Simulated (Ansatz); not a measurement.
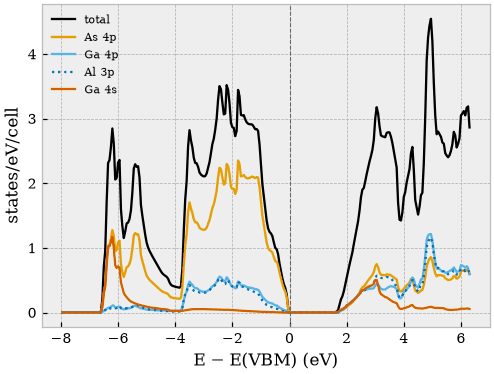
Figure: Total and projected density of states of AlGaAs2 in space group R3m (No. 160; Al on 3a, Ga on 3a, As on 3a, As on 3a), plane-wave PAW r²SCAN (Ansatz code)

### Question
Which orbitals carry the states next to the gap?

### Answer
Top 1 eV of the valence band: As 4p 78 %, Ga 4p 12 %, Al 3p 7 %. Bottom 1 eV of the conduction band: Ga 4s 19 %, Al 3p 19 %, Ga 4p 19 %, As 4p 17 %, As 4s 15 %, outside the projected shells 9 %. Projections are on Löwdin-orthogonalised atomic valence shells; empty p or d shells of many metals are not among them.

### Question
Where is the tallest occupied peak in this window, and what makes it?

### Answer
Near -2.2 eV, about 3.5 states/eV per cell; the largest projected share is As 4p.

The first step of the workflow began from a Materials Project structure, measured or hypothetical; the Crystallography Open Database copy checked does not list it. With Al and Ga taken as one species the cell has the higher symmetry F-43m, so it may be an ordered model of a mixed-site phase. Its standing as an ambient phase is unchecked. The cell was relaxed with r²SCAN under the symmetry of its start; its stability against distortions is not shown here. Scalar-relativistic: spin–orbit coupling is off unless named, which matters more the heavier the elements.

Potentials: the later of the program's two PAW sets.
